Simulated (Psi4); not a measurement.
# triplet InHCl2O at 3 levels

We compute a comparison of 3 runs (U-wB97X/def2-SVP, UBHLYP/def2-SVP, UCAM-B3LYP/def2-SVP) of triplet InHCl2O. 

The calculation is run with Psi4 1.11.

5 further runs of the same task are left out: 5 that didn't finish. Runs told in other sessions of the task aren't counted.

### Step 1. Starting point

InHCl2O: 5 atoms, total charge 0, spin state triplet. SMILES of the parent species: `[OH][In]([Cl])[Cl]`. The shape is that of a PBE0-D4/def2-TZVP optimisation. That shape belongs to the parent species and isn't relaxed for this state.

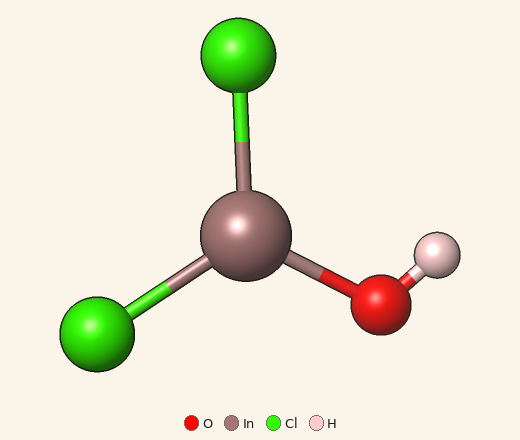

The structure, seen from a chosen angle (oxygen red, indium brown, chlorine green, hydrogen pink).

### Step 2. Energy and forces at U-wB97X/def2-SVP (core potential) (run 1)

cl2hino.json

```json
{
  "schema_name": "qcschema_input",
  "schema_version": 1,
  "molecule": {
    "schema_name": "qcschema_molecule",
    "schema_version": 2,
    "symbols": ["O", "In", "Cl", "Cl", "H"],
    "geometry": [-0.65724675, 2.85386439, -0.25927042, -0.16610693, -0.81806244, -0.19048439, 3.25524222, -2.49557232, 1.92733167, -2.98690111, -3.40453059, -2.2121134, 0.6493099, 3.72502814, 0.65611291],
    "molecular_charge": 0,
    "molecular_multiplicity": 3,
    "fix_symmetry": "c1"
  },
  "driver": "gradient",
  "model": {
    "method": "wb97x",
    "basis": "def2-SVP"
  },
  "keywords": {
    "reference": "uks",
    "puream": true,
    "e_convergence": 1e-09,
    "d_convergence": 1e-08,
    "scf_type": "pk",
    "dft_radial_points": 99,
    "dft_spherical_points": 590,
    "maxiter": 100,
    "scf_properties": ["DIPOLE", "MAYER_INDICES", "WIBERG_LOWDIN_INDICES"]
  }
}
```

On the command line:

```console
$ psi4 --qcschema cl2hino.json -n 1 --memory 2200MB
```

stdout:

```text
[...]
    !!!  WARNING: ECP capability is in beta. Please check occupations closely.  !!!
[...]
  Running in c1 symmetry.
[...]
  Nuclear repulsion =  300.404504918511520
[...]
  Multiplicity = 3
[...]
  Nalpha       = 33
  Nbeta        = 31
[...]
    Number of basis functions: 81
[...]
   @UKS iter   1: -1185.67304921895175   -1.10921e+00   9.28830e-03 ADIIS/DIIS
[...]
   @UKS iter  55: -1185.92180209965977    1.27329e-11   8.18319e-09 DIIS
[...]
   @S^2 Observed:                2.012515478E+00
[...]
    Orbital Energies [Eh]
    ---------------------
    Alpha Occupied:
       1A   -101.534100     2A   -101.492953     3A    -19.164277
       4A     -9.607275     5A     -9.566500     6A     -7.379272
       7A     -7.366892     8A     -7.363853     9A     -7.335959
      10A     -7.326663    11A     -7.324096    12A     -4.786116
      13A     -3.198734    14A     -3.196611    15A     -3.191776
      16A     -1.061153    17A     -1.013226    18A     -0.979885
      19A     -0.888954    20A     -0.884261    21A     -0.883003
      22A     -0.880552    23A     -0.876463    24A     -0.586548
      25A     -0.546633    26A     -0.514627    27A     -0.500262
      28A     -0.488720    29A     -0.465437    30A     -0.453593
      31A     -0.421973    32A     -0.388355    33A     -0.220306
[...]
  @UKS Final Energy: -1185.92180209965977
   => Energetics <=
    Nuclear Repulsion Energy =            300.4045049185115204
    One-Electron Energy =               -2308.9425526678251117
    Two-Electron Energy =                 883.7536295926655612
    DFT Exchange-Correlation Energy =     -61.1373839430118977
    Empirical Dispersion Energy =           0.0000000000000000
    VV10 Nonlocal Energy =                  0.0000000000000000
    Total Energy =                      -1185.9218020996597716
  UHF NO Occupations:
  HONO-2 :   31  A 1.9955567
  HONO-1 :   32  A 1.0000000
[...]
 Multipole Moments:
 ------------------------------------------------------------------------------------
     Multipole            Electronic (a.u.)      Nuclear  (a.u.)        Total (a.u.)
 ------------------------------------------------------------------------------------
 L = 1.  Multiply by 2.5417464519 to convert [e a0] to [Debye]
 Dipole X            :         -1.8886012            2.6672026            0.7786013
 Dipole Y            :         11.0386348          -11.3653844           -0.3267496
 Dipole Z            :         -0.4577550            0.9433068            0.4855518
 Magnitude           :                                                    0.9740359
[...]
  -Total Gradient:
     Atom            X                  Y                   Z
    ------   -----------------  -----------------  -----------------
       1        0.005977513506    -0.029592503274     0.001902605047
       2        0.015449581371    -0.046724051183     0.006741590755
       3       -0.065305146414     0.035863290983    -0.040132421428
       4        0.045074155227     0.043744018850     0.032498484770
       5       -0.001007799353    -0.004252688008    -0.000951706095
[...]
```

The result, in JSON:

```text
{
 "driver": "gradient",
 "model": {
  "method": "wb97x",
  "basis": "def2-SVP"
 },
 "success": true,
 "return_result": [0.005977513505725368, -0.02959250327431172, 0.001902605047037348, 0.01544958137121201, -0.04672405118280107, 0.006741590755382587, -0.06530514641404209, 0.03586329098348131, -0.04013242142844588, 0.04507415522657096, 0.04374401885040306, 0.03249848477030813, -0.0010077993532784102, -0.004252688007807315, -0.0009517060952442258],
 "properties": {
  "calcinfo_nbasis": 81,
  "calcinfo_nmo": 81,
  "calcinfo_nalpha": 33,
  "calcinfo_nbeta": 31,
  "calcinfo_natom": 5,
  "nuclear_repulsion_energy": 300.4045049185115,
  "return_energy": -1185.9218020996598,
  "return_gradient": [0.005977513505725368, -0.02959250327431172, 0.001902605047037348, 0.01544958137121201, -0.04672405118280107, 0.006741590755382587, -0.06530514641404209, 0.03586329098348131, -0.04013242142844588, 0.04507415522657096, 0.04374401885040306, 0.03249848477030813, -0.0010077993532784102, -0.004252688007807315, -0.0009517060952442258],
  "scf_one_electron_energy": -2308.942552667825,
  "scf_two_electron_energy": 883.7536295926656,
  "scf_xc_energy": -61.1373839430119,
  "scf_dipole_moment": [0.7786013244157977, -0.3267495818894357, 0.48555180704368783],
  "scf_total_energy": -1185.9218020996598,
  "scf_total_gradient": [0.005977513505725368, -0.02959250327431172, 0.001902605047037348, 0.01544958137121201, -0.04672405118280107, 0.006741590755382587, -0.06530514641404209, 0.03586329098348131, -0.04013242142844588, 0.04507415522657096, 0.04374401885040306, 0.03249848477030813, -0.0010077993532784102, -0.004252688007807315, -0.0009517060952442258],
  "scf_iterations": 55
 }
}
```

Run time: 2 min. Hardware: 1 thread of Intel Xeon Platinum 8175M at 2.50GHz (Skylake/Cascade Lake), shared host; peak memory 0.79 GiB.

### Step 3. A single-point energy at UBHLYP/def2-SVP (core potential) (run 2)

calc.inp

```
memory 2.2 GB

molecule {
  0 3
  O
  In 1 R2
  Cl 2 R3 1 A3
  Cl 2 R4 1 A4 3 D4
  H 1 R5 2 A5 4 D5

  R2 = 1.960742
  R3 = 2.306922
  A3 = 119.62907
  R4 = 2.290407
  A4 = 119.81129
  D4 = -179.95644
  R5 = 0.961872
  A5 = 111.73616
  D5 = 179.959
  symmetry c1
  no_reorient
  no_com
}

set globals {
  basis def2-SVP
  reference uks
  puream true
  e_convergence 1e-09
  d_convergence 1e-08
  scf_type pk
  dft_radial_points 99
  dft_spherical_points 590
  maxiter 100
}

E, wfn = energy('bhhlyp', return_wfn=True)
print_variables()
```

On the command line:

```console
$ psi4 -n 1 calc.inp calc.out
```

calc.out:

```text
[...]
    !!!  WARNING: ECP capability is in beta. Please check occupations closely.  !!!
[...]
  Running in c1 symmetry.
[...]
  Nuclear repulsion =  300.404537163060809
[...]
  Multiplicity = 3
[...]
  Nalpha       = 33
  Nbeta        = 31
[...]
    Number of basis functions: 81
[...]
   @UKS iter   1: -1185.54604827005778   -9.79396e-01   9.31328e-03 DIIS/ADIIS
[...]
   @UKS iter  39: -1185.79530959894964    2.02363e-11   5.77922e-09 DIIS
[...]
   @S^2 Observed:                2.013166968E+00
[...]
    Orbital Energies [Eh]
    ---------------------
    Alpha Occupied:
       1A   -102.831720     2A   -102.787274     3A    -19.644736
       4A     -9.946623     5A     -9.902343     6A     -7.610270
       7A     -7.597807     8A     -7.594153     9A     -7.563466
      10A     -7.553836    11A     -7.551073    12A     -4.959799
      13A     -3.309008    14A     -3.307595    15A     -3.302663
      16A     -1.069138    17A     -1.005324    18A     -0.969048
      19A     -0.884920    20A     -0.879964    21A     -0.879302
      22A     -0.875113    23A     -0.871203    24A     -0.544591
      25A     -0.509291    26A     -0.478073    27A     -0.460170
      28A     -0.446845    29A     -0.423621    30A     -0.409172
      31A     -0.391012    32A     -0.354705    33A     -0.177967
[...]
  @UKS Final Energy: -1185.79530959894964
   => Energetics <=
    Nuclear Repulsion Energy =            300.4045371630608088
    One-Electron Energy =               -2309.0985557295707622
    Two-Electron Energy =                 865.3121719945341965
    DFT Exchange-Correlation Energy =     -42.4134630269740001
    Empirical Dispersion Energy =           0.0000000000000000
    VV10 Nonlocal Energy =                  0.0000000000000000
    Total Energy =                      -1185.7953095989496433
  UHF NO Occupations:
  HONO-2 :   31  A 1.9956528
  HONO-1 :   32  A 1.0000000
[...]
 Multipole Moments:
 ------------------------------------------------------------------------------------
     Multipole            Electronic (a.u.)      Nuclear  (a.u.)        Total (a.u.)
 ------------------------------------------------------------------------------------
 L = 1.  Multiply by 2.5417464519 to convert [e a0] to [Debye]
 Dipole X            :          0.0147939           -0.0151847           -0.0003908
 Dipole Y            :          0.4507304           -1.3496235           -0.8988931
 Dipole Z            :        -11.1339961           11.6341769            0.5001808
 Magnitude           :                                                    1.0286835
[...]
```

Wall time 59 s (1 thread of Intel Xeon Platinum 8175M at 2.50GHz (Skylake/Cascade Lake), shared host); peak memory 0.75 GiB.

### Step 4. The energy at UCAM-B3LYP/def2-SVP (core potential) (run 3)

input.dat

```
memory 2.2 GB

molecule mol {
  0 3
  O
  In 1 r2
  Cl 2 r3 1 a3
  Cl 2 r4 1 a4 3 d4
  H 1 r5 2 a5 4 d5

  r2 = 1.960742
  r3 = 2.306922
  a3 = 119.62907
  r4 = 2.290407
  a4 = 119.81129
  d4 = -179.95644
  r5 = 0.961872
  a5 = 111.73616
  d5 = 179.959
  units angstrom
  symmetry c1
  no_reorient
  no_com
}

set reference uks
set puream true
set e_convergence 1e-09
set d_convergence 1e-08
set scf_type pk
set dft_radial_points 99
set dft_spherical_points 590
set maxiter 100

result, w = energy('cam-b3lyp/def2-SVP', return_wfn=True)
```

On the command line:

```console
$ psi4 input.dat output.dat -n 1
```

output.dat:

```text
[...]
    !!!  WARNING: ECP capability is in beta. Please check occupations closely.  !!!
[...]
  Running in c1 symmetry.
[...]
  Nuclear repulsion =  300.404537163060809
[...]
  Multiplicity = 3
[...]
  Nalpha       = 33
  Nbeta        = 31
[...]
    Number of basis functions: 81
[...]
   @UKS iter   1: -1185.61145181147413   -9.41278e-01   9.99534e-03 ADIIS/DIIS
[...]
   @UKS iter  36: -1185.89392966183254    4.77485e-12   9.68741e-09 DIIS
[...]
   @S^2 Observed:                2.009456812E+00
[...]
    Orbital Energies [Eh]
    ---------------------
    Alpha Occupied:
       1A   -101.622946     2A   -101.604137     3A    -19.171133
       4A     -9.578471     5A     -9.559879     6A     -7.351110
       7A     -7.340400     8A     -7.336883     9A     -7.331555
      10A     -7.321878    11A     -7.318775    12A     -4.754519
      13A     -3.161287    14A     -3.159849    15A     -3.155059
      16A     -1.016802    17A     -0.956124    18A     -0.941759
      19A     -0.846534    20A     -0.841119    21A     -0.840599
      22A     -0.838467    23A     -0.834764    24A     -0.543786
      25A     -0.500878    26A     -0.466831    27A     -0.457258
      28A     -0.437299    29A     -0.433879    30A     -0.417711
      31A     -0.383143    32A     -0.348693    33A     -0.191399
[...]
  @UKS Final Energy: -1185.89392966183254
   => Energetics <=
    Nuclear Repulsion Energy =            300.4045371630608088
    One-Electron Energy =               -2308.9821973123034695
    Two-Electron Energy =                 884.7031356790134851
    DFT Exchange-Correlation Energy =     -62.0194051916036528
    Empirical Dispersion Energy =           0.0000000000000000
    VV10 Nonlocal Energy =                  0.0000000000000000
    Total Energy =                      -1185.8939296618327717
  UHF NO Occupations:
  HONO-2 :   31  A 1.9968308
  HONO-1 :   32  A 1.0000000
[...]
 Multipole Moments:
 ------------------------------------------------------------------------------------
     Multipole            Electronic (a.u.)      Nuclear  (a.u.)        Total (a.u.)
 ------------------------------------------------------------------------------------
 L = 1.  Multiply by 2.5417464519 to convert [e a0] to [Debye]
 Dipole X            :          0.0148983           -0.0151847           -0.0002864
 Dipole Y            :          0.7158292           -1.3496235           -0.6337943
 Dipole Z            :        -11.1825330           11.6341769            0.4516438
 Magnitude           :                                                    0.7782528
[...]
```

Wall time 77 s (1 thread of Intel Xeon Platinum 8175M at 2.50GHz (Skylake/Cascade Lake), shared host); peak memory 0.79 GiB.

### Step 5. The series

```csv
run,level,task,properties,energy (Eh),dipole moment (D),HOMO energy (eV),⟨S²⟩,wall time
1,U-wB97X/def2-SVP (core potential),gradient,"(dipole, mayer, wiberg)",-1185.921802,2.48,-5.99,2.013,2 min
2,UBHLYP/def2-SVP (core potential),energy,–,-1185.795310,2.61,-4.84,2.013,59 s
3,UCAM-B3LYP/def2-SVP (core potential),energy,–,-1185.893930,1.98,-5.21,2.009,77 s
```

### Step 6. What came out

| quantity | value |
| --- | --- |
| run 3: total energy | -1185.89393 Eh |
| run 3: dipole moment | 1.98 D |
| run 3: HOMO energy (highest over α and β) | -5.21 eV |
| run 3: ⟨S²⟩ | 2.009 |

The dipole moment (its size) runs from 1.98 D (UCAM-B3LYP/def2-SVP) to 2.61 D (UBHLYP/def2-SVP). Totals of different functionals can't be ranked against each other. All runs together took 4.2 min, the longest 2 min.
